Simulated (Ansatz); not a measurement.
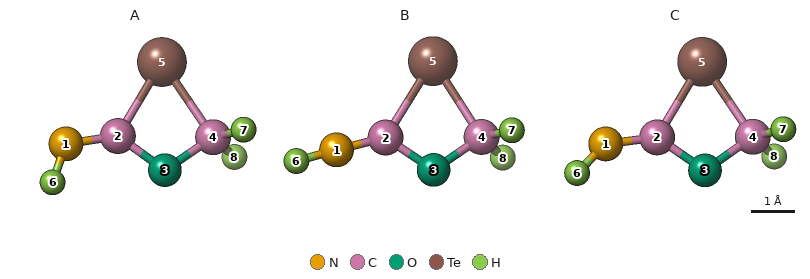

3 geometries from a converged minimum-energy path of C2H3NOTe, shuffled. A ball-and-stick model, seen at a tilt.

The calculation used RKS PBE0-D4/def2-SVP (Ansatz). Set-up: 9 movable images; climbing image; force threshold 0.05 eV/Å; iteration limit 60; starting path by image-dependent pair potential.

Q: Which frame is the top of the path?

A: B. In order along the path, whose images run from 0 to 10: B (image 5, +0.61 eV), C (image 7, +0.33 eV), A (image 9, +0.05 eV). The motion is an in-plane inversion: the angle C2–N1–H6 opens from 114° to 178° on the way and closes on the other side (112° at the end). No bond forms or breaks between the ends. Among the angles between lasting bonds that change up to the highest image: C2–N1–H6 114.1° → 178.4°, N1–C2–O3 123.9° → 128.9°.
